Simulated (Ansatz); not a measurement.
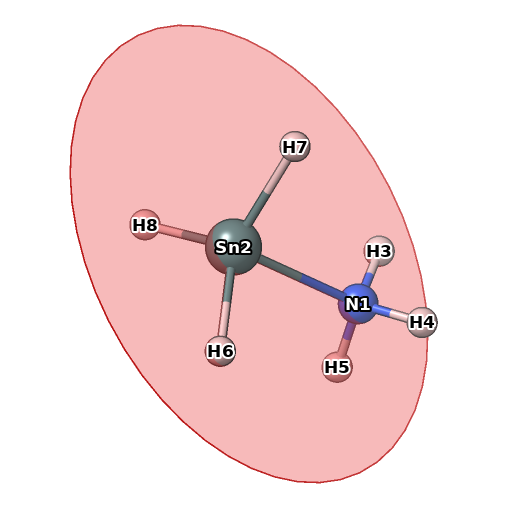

A disc through the centre of mass is drawn in. Atoms fade into the background with distance from the viewer. The species has charge +1 and is a spin singlet. The computed structure is the end point of a PBE-D4/def2-SVP optimisation. No frequency run is at hand to confirm it as a minimum.

Q: Is the plane of the disc a mirror plane of the structure?

A: Yes. The reflection leaves N1, Sn2, H3, H6 in place and moves H4 ↔ H5; H7 ↔ H8. The point group is C3v.
